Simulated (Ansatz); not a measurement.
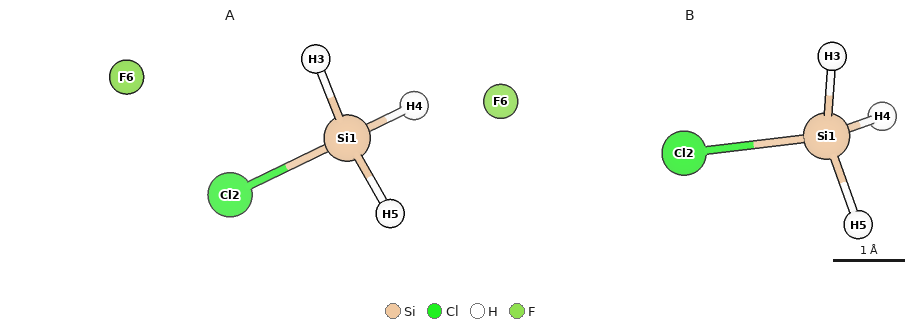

Two geometries of SiH$_{3}$ClF (multiplicity 2), drawn at one scale. One is the start of a relaxation, the other its converged end. The picture is a ball-and-stick view, seen from a free direction.

Method: UKS BHLYP-D4/def2-SVP in Ansatz 0.2.0. (collinear spin; force threshold 0.03 eV/Å; at most 50 steps)

Question: Which of the two is the end point?

Answer: Structure A is the relaxed one. The run prepares an end point of a later path (reaction) calculation, from a guessed geometry. After 11 geometry steps the energy has fallen by 0.112 eV. The largest force component goes from 0.65 to 0.029 eV/Å. F6 moves most after the best rigid fit: 1.36 Å. Largest moves by element: F 1.36 Å, H 0.82 Å, Cl 0.76 Å, Si 0.28 Å. Among the contacts that change: Si1–Cl2 2.109 → 2.081 Å, Si1–H3 1.476 → 1.471 Å. The run took 87 s on 1 thread of Arm Neoverse V1 (shared host), peak memory 0.17 GiB.

Limits of the set-up: the start holds two separate molecules, 2.7 Å apart at their closest, whose relative position is a soft coordinate.
